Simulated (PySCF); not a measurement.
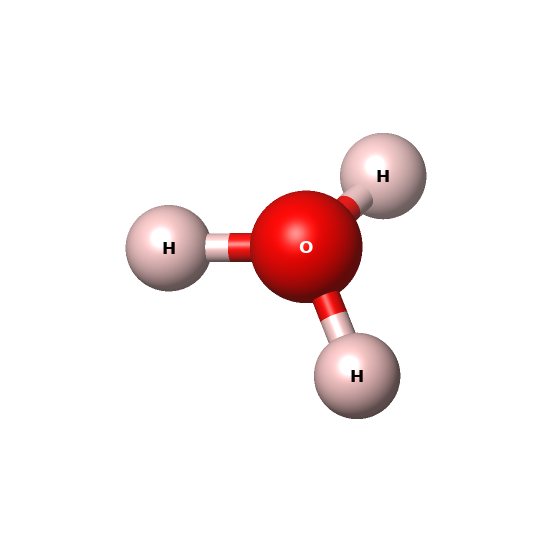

Ball-and-stick drawing of a structure. Every bond is drawn as one stick, whatever its order.

The species has charge +1 and is a spin singlet. The geometry was computed by an optimisation with PBE0-D3(BJ)/def2-SVP. No frequency run is at hand to confirm it as a minimum.

Question: Which formula does it have?

Answer: H3O(+), 4 atoms: 3 hydrogen and 1 oxygen.

Question: Give the symmetry (Schoenflies symbol).

Answer: C3v.

Question: What is its SMILES?

Answer: [OH3+]

Question: Count the bonded pairs by element.

Answer: 3 O–H.

Question: How many sets of symmetry-equivalent atoms are there?

Answer: 2: 1 O, 3 H.

The parts below concern this one geometry. Atoms keep their numbers from picture to picture.

## Geometry

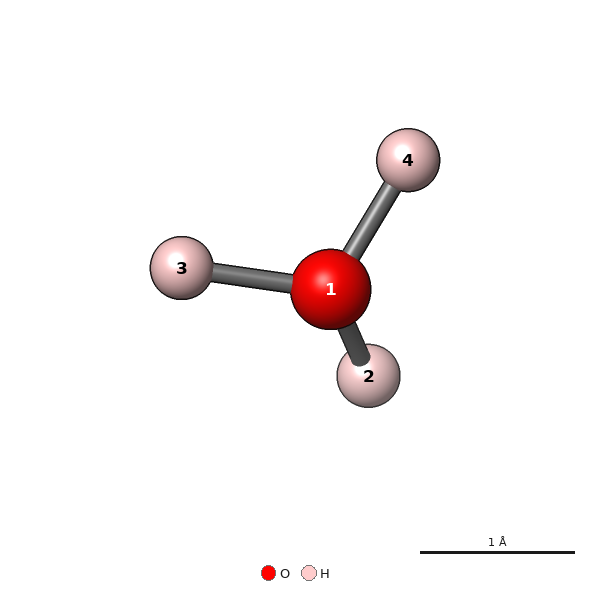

No frequency run is at hand to confirm it as a minimum.

Give these bond angles: H2–O1–H3.

```csv
angle,degrees
H2–O1–H3,112.6
```

## Levels of theory compared

No frequency run is at hand to confirm it as a minimum. Program: PySCF 2.14.0.

At this fixed geometry, give HOMO–LUMO gap (eV), HOMO energy (eV) at these levels: B97-2/pcSseg-2; BHandHLYP/pcSseg-2; CAM-B3LYP/pcSseg-2; LC-wPBE/pcSseg-2; PBE0/6-311+G(2d,p); PBE0/6-31G; PBE0/6-31G*; PBE0/STO-3G; PBE0/def2-SVP; PBE0/def2-TZVP; WP04/pcSseg-2; ωB97X-D/pcSseg-2.

| level | HOMO–LUMO gap (eV) | HOMO energy (eV) |
| --- | --- | --- |
| B97-2/pcSseg-2 | 13.14 | −20.38 |
| BHandHLYP/pcSseg-2 | 16.09 | −22.67 |
| CAM-B3LYP/pcSseg-2 | 15.82 | −22.28 |
| LC-wPBE/pcSseg-2 | 18.70 | −23.71 |
| PBE0/6-311+G(2d,p) | 13.63 | −20.69 |
| PBE0/6-31G | 13.49 | −20.35 |
| PBE0/6-31G* | 13.90 | −20.58 |
| PBE0/STO-3G | 15.61 | −18.77 |
| PBE0/def2-SVP | 13.82 | −20.57 |
| PBE0/def2-TZVP | 13.57 | −20.67 |
| WP04/pcSseg-2 | 12.74 | −21.83 |
| ωB97X-D/pcSseg-2 | 17.49 | −22.67 |

## Bond orders

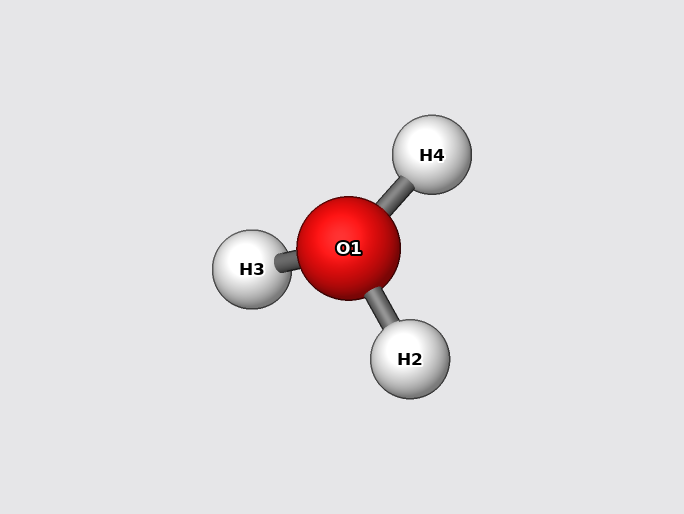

The thickness of each stick grows with its Mayer bond order. No frequency run is at hand to confirm it as a minimum. Method: PBE0/6-31G* (PySCF 2.14.0).

List the Mayer bond orders of O1–H2 (one bond of each equivalent set).

```json
{"bond": "O1–H2", "Mayer order": "0.66", "length (Å)": "0.982"}
```

## Charges

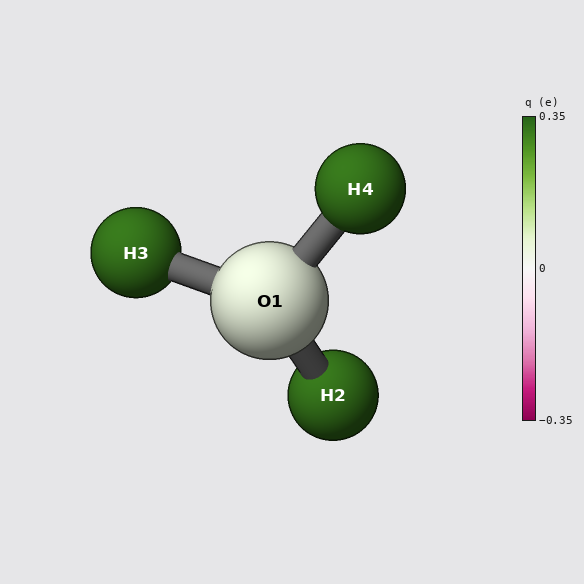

Atoms are coloured by their Hirshfeld charges. No frequency run is at hand to confirm it as a minimum. Properties computed with PBE0/6-311+G(2d,p), gas phase (PySCF 2.14.0).

Give the Hirshfeld charges atom by atom.

```json
{"atom": "O1", "value (e)": "0.04"}
{"atom": "H2", "value (e)": "0.32"}
{"atom": "H3", "value (e)": "0.32"}
{"atom": "H4", "value (e)": "0.32"}
```
